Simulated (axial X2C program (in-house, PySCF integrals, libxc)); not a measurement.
**TeNa⁻: from the state search to constants**

What are the state, bond length, wavenumber and bond energy of TeNa⁻, and what does spin–orbit coupling change?

The runs use an in-house X2C program for linear molecules on PySCF integrals; all-electron X2C, Te dyall-acv3z, Na dyall-av3z.

All values are calculated.

## Step 1: Set-up

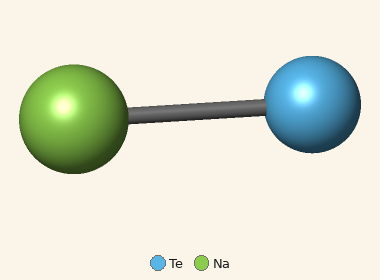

The two atoms at 2.880 Å (tellurium blue, sodium green).

task.json

```json
{"zs": [52, 11], "q": -1, "bas": ["dyall-acv3z", "dyall-av3z"], "levels": ["PBE0", "HF", "M06"], "cc": true, "r0": 2.88, "thr": -1.0, "nmax": 90, "npts": 10, "nst": 2, "ntry": 6}
```

Keys: zs atomic numbers; q charge; bas basis sets; levels methods (HF also brings MP2); cc coupled cluster on or off; r0 starting distance in Å; thr threshold in hartree for freezing inner shells (an s shell follows its p shell); nmax most natural virtual spinors; npts points asked for on the curve; nst determinants followed; ntry starts of the search.

Launch:

```console
python so2c.py task.json out
```

Spin-free means the one-electron spin-free X2C Hamiltonian; two-component (2c) means X2C with spin–orbit coupling and atomic mean-field two-electron Coulomb and Gaunt terms. Basis: Te dyall-acv3z contracted to [12s13p9d5f1g], Na dyall-av3z contracted to [10s9p5d2f]; Gaussian nuclei, density fitting. Masses: Te 129.906 u, Na 22.990 u.

Notation: σ, π±, δ± give the projection m of an orbital's angular momentum (0, ±1, ±2), α and β its spin, Λ and M_S the sums; ω is the projection of a spinor's total angular momentum and Ω the sum. Logs are in hartree.

The results follow Hamiltonian by Hamiltonian and level by level.

## Step 2: Which state to follow

PBE0 moves the distance from 2.880 Å to 2.732 Å and compares determinants there.

Spin-free determinants:

```tsv
ΔE (eV)	state	open shells
0.00	M_S = 0, Λ = 0	closed shell
0.58	M_S = 1, Λ = 1	beyond closed shells: σα, π+α, π+β, π-α
0.59	M_S = 0, Λ = 1	beyond closed shells: σβ, π+α, π+β, π-α
0.97	M_S = 1, Λ = 0	beyond closed shells: 2 × σα
1.38	M_S = 1, Λ = 2	beyond closed shells: 2 × π+α, π+β, π-α
1.38	M_S = 1, Λ = 0	beyond closed shells: π+α, π+β, 2 × π-α
1.39	M_S = 0, Λ = 2	beyond closed shells: π+α, 2 × π+β, π-α
```

Two-component determinants:

```
ΔE (eV)  state                              open shells
   0.00  Ω = 0                             closed shell
   0.41  Ω = 2   excess of +ω over −ω: ω = 1/2, ω = 3/2
   0.42  Ω = 1  excess of +ω over −ω: ω = -1/2, ω = 3/2
   0.68  Ω = 1        excess of +ω over −ω: 2 × ω = 1/2
   1.21  Ω = 3        excess of +ω over −ω: 2 × ω = 3/2
   1.53  Ω = 1  excess of +ω over −ω: ω = -1/2, ω = 3/2
   1.53  Ω = 2   excess of +ω over −ω: ω = 1/2, ω = 3/2
```

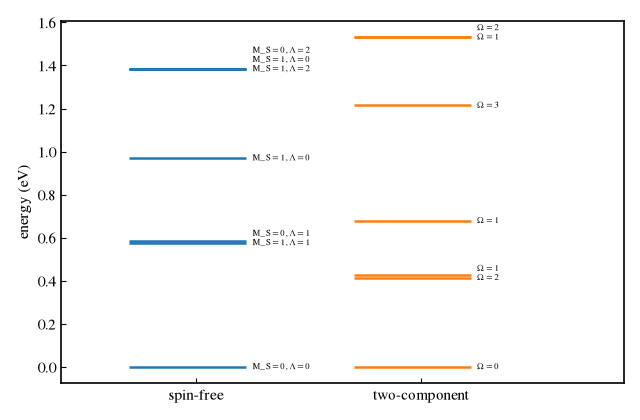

The determinants found, each set from its own lowest.

## Step 3: PBE0, spin-free

State followed: M_S = 0, Λ = 0 (closed shell). The scan is laid around 2.732 Å, a first estimate of the minimum, and this SCF restarts from the orbitals of the search.

The SCF at the reference distance of 2.732 Å:

```text
spin-free X2C-1e  PBE0
basis functions 216  fitting functions 1073  grid points 5086
iter        total energy     max residual
   1      -6955.964251780     5.07e-06
   2      -6955.964251773     9.95e-06
   3      -6955.964251783     1.19e-06
   4      -6955.964251783     4.24e-07
converged
one-electron -9787.31869589  Coulomb 2912.45195448  exact exchange -47.24297467  xc functional -144.64859304  nuclear repulsion 110.79405734
```

Along the bond, energies from the lowest point:

```tsv
R (Å)	E (eV)	μ (D)	HOMO (eV)	LUMO (eV)	iterations
2.377	0.3797	4.49	-0.08	1.39	14
2.486	0.1505	4.66	-0.04	1.36	14
2.568	0.0542	4.76	-0.02	1.35	14
2.650	0.0076	4.83	0.00	1.32	14
2.732	0.0000	4.87	0.00	1.30	4
2.828	0.0267	4.88	0.01	1.27	14
2.923	0.0834	4.86	0.01	1.24	14
3.046	0.1842	4.79	-0.01	1.19	14
3.196	0.3344	4.64	-0.03	1.12	15
3.415	0.5727	4.32	-0.08	1.02	13
```

Dipoles are positive if Na is the positive end and refer to the centre of mass.

Outer orbitals at the reference distance:

| symmetry | occupied | ε (eV) | atomic character |
| --- | --- | --- | --- |
| π-α | yes | -27.67 | 100% Na p |
| π+α | yes | -27.67 | 100% Na p |
| σα | yes | -27.66 | 100% Na p |
| σα | yes | -9.34 | 83% Te s, 7% Na p, 6% Na d |
| σα | yes | -0.61 | 73% Te p, 22% Na s, 3% Na p |
| π-α | yes | 0.00 | 86% Te p, 8% Na p, 6% Na d |
| π+α | yes | 0.00 | 86% Te p, 8% Na p, 6% Na d |
| σα | no | 1.30 | 48% Na p, 46% Na s, 4% Te p |
| π-α | no | 1.57 | 99% Na p |
| π+α | no | 1.57 | 99% Na p |
| σα | no | 1.62 | 67% Na p, 23% Na s, 7% Te p |

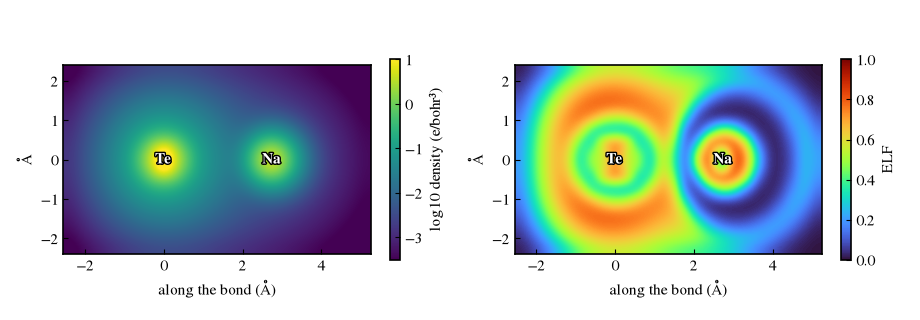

PBE0 fields in a plane through the axis, from a grid of 0.3 Å; Te lies at z = 0 and Na at z = 2.732 Å; the ELF is damped to zero where the density is low.

Re = 2.710 Å, ωe = 255.4 cm⁻¹, ωexe = 1 cm⁻¹, Be = 0.1175 cm⁻¹, De = 1.42 eV, μ = 4.86 D.

## Step 4: HF, spin-free

Output at 2.732 Å:

```text
spin-free X2C-1e  HF
basis functions 216  fitting functions 1073  grid points 5086
iter        total energy     max residual
   1      -6953.044582746     2.73e-01
   2      -6953.066182300     4.76e-03
   3      -6953.066818378     1.23e-03
   4      -6953.066919660     6.54e-04
   5      -6953.066957326     2.85e-04
   6      -6953.066975331     1.68e-04
   7      -6953.066981879     6.83e-05
   8      -6953.066983847     2.98e-05
   9      -6953.066984175     6.18e-06
  10      -6953.066984187     2.10e-06
  11      -6953.066984189     3.54e-07
converged
one-electron -9786.95925345  Coulomb 2912.16780657  exact exchange -189.06959464  xc functional 0.00000000  nuclear repulsion 110.79405734
```

Re = 2.730 Å, ωe = 262.8 cm⁻¹, ωexe = 0.92 cm⁻¹, Be = 0.1158 cm⁻¹, De = 0.328 eV, μ = 7.03 D.

## Step 5: M06, spin-free

Output at 2.732 Å:

```text
spin-free X2C-1e  M06
basis functions 216  fitting functions 1073  grid points 5086
iter        total energy     max residual
   1      -6956.500960028     1.41e-01
   2      -6956.503485980     8.55e-03
   3      -6956.485932357     1.37e-02
   4      -6956.508599519     2.37e-03
   5      -6956.509064826     6.62e-04
   6      -6956.509116604     3.13e-04
   7      -6956.509125433     2.08e-04
   8      -6956.509127802     9.78e-05
   9      -6956.509128185     5.97e-05
  10      -6956.509128409     4.78e-06
  11      -6956.509128413     2.92e-06
  12      -6956.509128413     9.10e-07
converged
one-electron -9786.52456764  Coulomb 2911.67471913  exact exchange -51.02802483  xc functional -141.42531241  nuclear repulsion 110.79405734
```

Re = 2.731 Å, ωe = 246.4 cm⁻¹, Be = 0.1157 cm⁻¹, De = 1.45 eV, μ = 4.94 D.

## Step 6: Correlated methods, spin-free

Correlated methods: 8 electrons correlated (frozen shells, counted by type: Te 4 s, 3 p, 2 d; Na 2 s, 1 p), 318 virtual spinors in MP2, 88 natural virtuals in coupled cluster.

Output of the correlated part at 2.732 Å:

```text
correlated 8  virtual 318  natural virtual 88  E(MP2) -0.159249358  MP2 remainder -0.003008798
iter   CCSD correlation   residual
   1     -0.162804354   1.19e-01
   2     -0.166185493   5.76e-02
   3     -0.167982211   2.42e-02
   4     -0.167962801   1.03e-02
   5     -0.167978439   4.48e-03
   6     -0.167995845   2.13e-03
   7     -0.167992613   8.61e-04
   8     -0.168000848   3.38e-04
   9     -0.167997716   8.70e-05
  10     -0.167997812   2.25e-05
  11     -0.167997536   9.18e-06
  12     -0.167997511   3.64e-06
  13     -0.167997504   1.36e-06
(T) -0.011083534  T1 0.0329  D1 0.0571  max T2 0.098
```

T1 in the output is the amplitude norm over the root of the electron number; divide by √2 for the Lee–Taylor value.

MP2: Re = 2.757 Å, ωe = 247.6 cm⁻¹, Be = 0.1136 cm⁻¹, De = 1.45 eV.

CCSD: Re = 2.750 Å, ωe = 247.4 cm⁻¹, ωexe = 1.14 cm⁻¹, Be = 0.1141 cm⁻¹, De = 1.30 eV. T1 at Re = 0.023 (Lee–Taylor, the printed value over √2).

CCSD(T): Re = 2.763 Å, ωe = 240.6 cm⁻¹, ωexe = 1.16 cm⁻¹, Be = 0.113 cm⁻¹, De = 1.44 eV. T1 at Re = 0.024 (Lee–Taylor, the printed value over √2).

## Step 7: A higher determinant, spin-free

State: M_S = 1, Λ = 1 (beyond closed shells: σα, π+α, π+β, π-α).

Output at the reference distance:

```text
spin-free X2C-1e  PBE0
basis functions 216  fitting functions 1073  grid points 5086
iter        total energy     max residual
   1      -6955.943074833     7.05e-06
   2      -6955.943074841     1.02e-05
   3      -6955.943074842     2.09e-06
converged
one-electron -9783.02528975  Coulomb 2908.14899559  exact exchange -47.24373447  xc functional -144.61710354  nuclear repulsion 110.79405734
```

```tsv
R (Å)	E above the lowest PBE0 point (eV)
2.377	1.321
2.486	0.972
2.568	0.791
2.650	0.663
2.732	0.576
2.828	0.514
2.923	0.486
3.046	0.482
3.196	0.511
```

No constants are quoted: too few points lie around the minimum for a second fit to confirm the first.

## Step 8: The spin-free curves together

Energy (eV) of the followed determinant, spin-free, from each level's lowest point:

```tsv
R (Å)	PBE0	HF	MP2	CCSD	CCSD(T)	M06
2.377	0.380	0.455	0.486	n/a	n/a	0.408
2.486	0.151	0.192	0.216	0.206	0.219	0.171
2.568	0.054	0.077	0.095	0.089	0.097	0.068
2.650	0.008	0.017	0.027	0.024	0.028	0.014
2.732	0.000	0.000	0.000	0.000	0.000	0.000
2.828	0.027	0.021	0.009	0.011	0.006	0.017
2.923	0.083	0.076	0.050	0.054	0.042	0.065
3.046	0.184	0.180	0.136	0.138	0.119	0.152
3.196	0.334	0.339	0.272	n/a	n/a	0.287
3.415	0.573	0.596	0.500	n/a	n/a	0.498
```

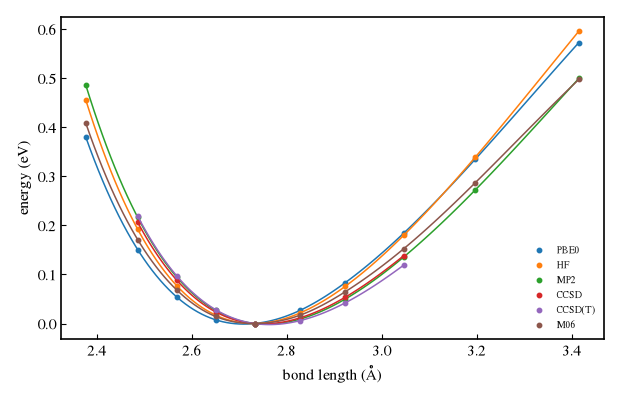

Curves of the followed state, spin-free, each from its own lowest point.

## Step 9: PBE0, 2c

State followed: Ω = 0 (closed shell). The scan is laid around 2.732 Å, a first estimate of the minimum, and this SCF restarts from the orbitals of the search.

Output at 2.732 Å:

```text
two-component X2C + atomic mean field  PBE0
basis functions 216  fitting functions 1073  grid points 5086
iter        total energy     max residual
   1      -6953.098355204     2.79e-06
   2      -6953.098355205     4.40e-06
converged
one-electron -9778.69890307  Coulomb 2910.64736141  exact exchange -47.21454734  xc functional -144.56675352  nuclear repulsion 110.79405734  atomic mean-field constant -4.05957001
```

Along the bond, energies from the lowest point:

```tsv
R (Å)	E (eV)	μ (D)	HOMO (eV)	LUMO (eV)	iterations
2.377	0.3967	4.05	0.06	1.38	14
2.486	0.1637	4.14	0.10	1.35	14
2.568	0.0637	4.16	0.11	1.34	15
2.650	0.0127	4.14	0.11	1.31	15
2.732	0.0000	4.08	0.11	1.29	2
2.828	0.0198	3.96	0.10	1.27	15
2.923	0.0685	3.80	0.08	1.24	15
3.046	0.1576	3.54	0.05	1.19	15
3.196	0.2915	3.16	-0.01	1.14	15
3.415	0.5027	2.53	-0.10	1.06	15
```

Dipoles are positive if Na is the positive end and refer to the centre of mass.

Outer spinors at the reference distance:

| ω | occupied | ε (eV) | atomic character | λ mixture |
| --- | --- | --- | --- | --- |
| 1/2 | yes | -27.75 | 100% Na p | 69% π, 31% σ |
| 3/2 | yes | -27.59 | 100% Na p | 100% π |
| 1/2 | yes | -27.59 | 100% Na p | 69% σ, 31% π |
| 1/2 | yes | -9.46 | 83% Te s, 7% Na p, 6% Na d | 100% σ |
| 1/2 | yes | -0.90 | 81% Te p, 12% Na s, 4% Na p | 73% σ, 27% π |
| 1/2 | yes | -0.14 | 78% Te p, 11% Na s, 7% Na p | 71% π, 29% σ |
| 3/2 | yes | 0.11 | 85% Te p, 10% Na p, 6% Na d | 100% π |
| 1/2 | no | 1.29 | 48% Na p, 46% Na s, 4% Te p | 99% σ, 1% π |
| 1/2 | no | 1.56 | 99% Na p | 99% π, 1% σ |
| 3/2 | no | 1.56 | 99% Na p | 100% π |
| 1/2 | no | 1.61 | 67% Na p, 22% Na s, 8% Te p | 98% σ, 2% π |

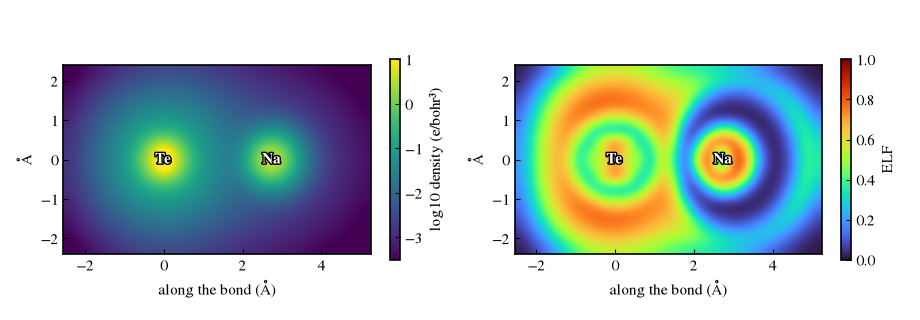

PBE0 fields in a plane through the axis, from a grid of 0.3 Å; Te lies at z = 0 and Na at z = 2.732 Å; the ELF is damped to zero where the density is low.

Re = 2.725 Å, ωe = 246.2 cm⁻¹, ωexe = 1.1 cm⁻¹, Be = 0.1163 cm⁻¹, De = 1.30 eV, μ = 4.09 D.

## Step 10: HF, 2c

Output at 2.732 Å:

```text
two-component X2C + atomic mean field  HF
basis functions 216  fitting functions 1073  grid points 5086
iter        total energy     max residual
   1      -6950.175243709     2.72e-01
   2      -6950.196773480     4.79e-03
   3      -6950.197402667     1.15e-03
   4      -6950.197507964     6.43e-04
   5      -6950.197549683     2.52e-04
   6      -6950.197572246     1.61e-04
   7      -6950.197582453     1.09e-04
   8      -6950.197587108     6.22e-05
   9      -6950.197588450     2.76e-05
  10      -6950.197588665     1.35e-05
  11      -6950.197588725     5.04e-06
  12      -6950.197588735     1.24e-06
  13      -6950.197588736     5.08e-07
converged
one-electron -9778.33841242  Coulomb 2910.36115489  exact exchange -188.95481853  xc functional 0.00000000  nuclear repulsion 110.79405734  atomic mean-field constant -4.05957001
```

Re = 2.740 Å, ωe = 255.6 cm⁻¹, ωexe = 1.04 cm⁻¹, Be = 0.1149 cm⁻¹, De = 0.168 eV, μ = 6.45 D.

## Step 11: M06, 2c

Output at 2.732 Å:

```text
two-component X2C + atomic mean field  M06
basis functions 216  fitting functions 1073  grid points 5086
iter        total energy     max residual
   1      -6953.634210294     1.42e-01
   2      -6953.635130561     9.32e-03
   3      -6953.612596831     1.52e-02
   4      -6953.641506396     2.62e-03
   5      -6953.642234760     8.22e-04
   6      -6953.642298113     3.21e-04
   7      -6953.642310033     2.31e-04
   8      -6953.642313809     1.16e-04
   9      -6953.642315028     6.61e-05
  10      -6953.642315445     1.61e-05
  11      -6953.642315482     7.16e-06
  12      -6953.642315488     6.18e-06
  13      -6953.642315490     2.22e-06
  14      -6953.642315491     2.15e-06
converged
one-electron -9777.85158071  Coulomb 2909.81622608  exact exchange -50.99716935  xc functional -141.34427884  nuclear repulsion 110.79405734  atomic mean-field constant -4.05957001
```

Re = 2.748 Å, ωe = 235.9 cm⁻¹, Be = 0.1143 cm⁻¹, De = 1.31 eV, μ = 4.02 D.

## Step 12: Correlated methods, 2c

Correlated methods: 8 electrons correlated (frozen shells, counted by type: Te 4 s, 3 p, 2 d; Na 2 s, 1 p), 318 virtual spinors in MP2, 90 natural virtuals in coupled cluster.

Output of the correlated part at 2.732 Å:

```text
correlated 8  virtual 318  natural virtual 90  E(MP2) -0.158596831  MP2 remainder -0.002950143
iter   CCSD correlation   residual
   1     -0.162287476   1.19e-01
   2     -0.165662211   5.83e-02
   3     -0.167483677   2.46e-02
   4     -0.167467720   1.07e-02
   5     -0.167483910   4.79e-03
   6     -0.167502772   2.34e-03
   7     -0.167499639   1.03e-03
   8     -0.167509093   4.97e-04
   9     -0.167504478   2.40e-04
  10     -0.167504759   1.49e-04
  11     -0.167503946   8.31e-05
  12     -0.167504278   3.78e-05
  13     -0.167504337   1.47e-05
  14     -0.167504386   5.95e-06
  15     -0.167504389   2.48e-06
(T) -0.010962572  T1 0.0323  D1 0.0560  max T2 0.084
```

MP2: Re = 2.767 Å, ωe = 241.8 cm⁻¹, Be = 0.1127 cm⁻¹, De = 1.30 eV.

CCSD: Re = 2.764 Å, ωe = 237.8 cm⁻¹, ωexe = 1.37 cm⁻¹, Be = 0.113 cm⁻¹, De = 1.15 eV. T1 at Re = 0.023 (Lee–Taylor, the printed value over √2).

CCSD(T): Re = 2.778 Å, ωe = 231.1 cm⁻¹, ωexe = 1.37 cm⁻¹, Be = 0.1118 cm⁻¹, De = 1.29 eV. T1 at Re = 0.023 (Lee–Taylor, the printed value over √2).

## Step 13: A higher determinant, 2c

State: Ω = 2 (excess of +ω over −ω: ω = 1/2, ω = 3/2).

Output at the reference distance:

```text
two-component X2C + atomic mean field  PBE0
basis functions 216  fitting functions 1073  grid points 5086
iter        total energy     max residual
   1      -6953.083143245     2.21e-05
   2      -6953.083143249     2.69e-05
   3      -6953.083143254     1.29e-06
   4      -6953.083143254     8.32e-07
converged
one-electron -9774.74028645  Coulomb 2906.67891978  exact exchange -47.21670512  xc functional -144.53955879  nuclear repulsion 110.79405734  atomic mean-field constant -4.05957001
```

```tsv
R (Å)	E above the lowest PBE0 point (eV)
2.377	1.158
2.486	0.810
2.568	0.629
2.650	0.501
2.732	0.414
2.828	0.352
2.923	0.323
3.046	0.318
3.196	0.347
```

No constants are quoted: too few points lie around the minimum for a second fit to confirm the first.

## Step 14: The 2c curves together

Energy (eV) of the followed determinant, 2c, from each level's lowest point:

```tsv
R (Å)	PBE0	HF	MP2	CCSD	CCSD(T)	M06
2.377	0.397	0.468	0.497	n/a	n/a	0.427
2.486	0.164	0.202	0.225	0.217	0.229	0.185
2.568	0.064	0.084	0.101	0.096	0.105	0.079
2.650	0.013	0.021	0.030	0.028	0.032	0.020
2.732	0.000	0.000	0.000	0.000	0.000	0.000
2.828	0.020	0.016	0.005	0.006	0.000	0.010
2.923	0.069	0.064	0.041	0.041	0.030	0.049
3.046	0.158	0.158	0.120	0.113	0.096	0.124
3.196	0.291	0.301	0.247	n/a	n/a	0.240
3.415	0.503	0.530	0.464	n/a	n/a	0.422
```

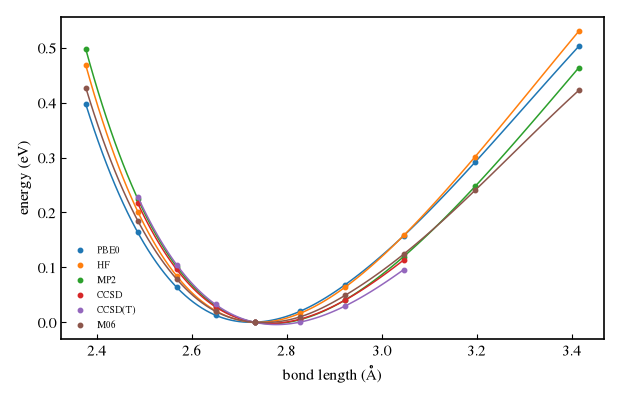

Curves of the followed state, 2c, each from its own lowest point.

The whole job took 2.6 min on 1 thread, shared host.

## Step 15: Results

Lowest determinant that the search found at its distance, spin-free: M_S = 0, Λ = 0 (closed shell).

Lowest determinant that the search found at its distance, 2c: Ω = 0 (closed shell).

```csv
Hamiltonian,level,Re (Å),ωe (cm⁻¹),De (eV),μ (D)
spin-free,PBE0,2.710,255.4,1.42,4.86
spin-free,HF,2.730,262.8,0.328,7.03
spin-free,MP2,2.757,247.6,1.45,n/a
spin-free,CCSD,2.750,247.4,1.30,n/a
spin-free,CCSD(T),2.763,240.6,1.44,n/a
spin-free,M06,2.731,246.4,1.45,4.94
2c,PBE0,2.725,246.2,1.30,4.09
2c,HF,2.740,255.6,0.168,6.45
2c,MP2,2.767,241.8,1.30,n/a
2c,CCSD,2.764,237.8,1.15,n/a
2c,CCSD(T),2.778,231.1,1.29,n/a
2c,M06,2.748,235.9,1.31,4.02
```

Dipoles are positive if Na is the positive end and refer to the centre of mass.

Time per point (s) on 1 thread, shared host (2c runs; CCSD comes with the CCSD(T) run); the times are rough: PBE0 0.7, HF 0.47, MP2 0.67, CCSD(T) 3.2, M06 1.4.

At CCSD(T), going from spin-free to two-component changes Re by +15 mÅ, ωe by -4.0 %; at least one of these shifts is too large to ignore. De moves by -0.15 eV; both De rest on single-determinant atoms, which can miss part of an open shell's spin–orbit lowering.

De refers to Te- + Na, each in the lowest determinant found, which need not be this curve's own limit. Each curve is one determinant whose occupation by symmetry is held fixed; it was picked as the lowest of a PBE0 search that is not exhaustive. Closed shells are restricted here (equal orbitals for both partners), which fails at long range if the bond breaks into open shells. De is counted from the lowest determinant-based energies of the atoms at the same level, without counterpoise correction. CCSD and (T) use frozen natural virtuals with an MP2 correction for the truncation. The meta-GGAs lack a current-density term, which matters for open shells with orbital currents, atoms included. With the outer-core shells frozen, correlated bond lengths of heavy atoms tend to come out a few hundredths of an ångström too long. T1 at Re is 0.024 (Lee–Taylor), above the customary mark of 0.02.
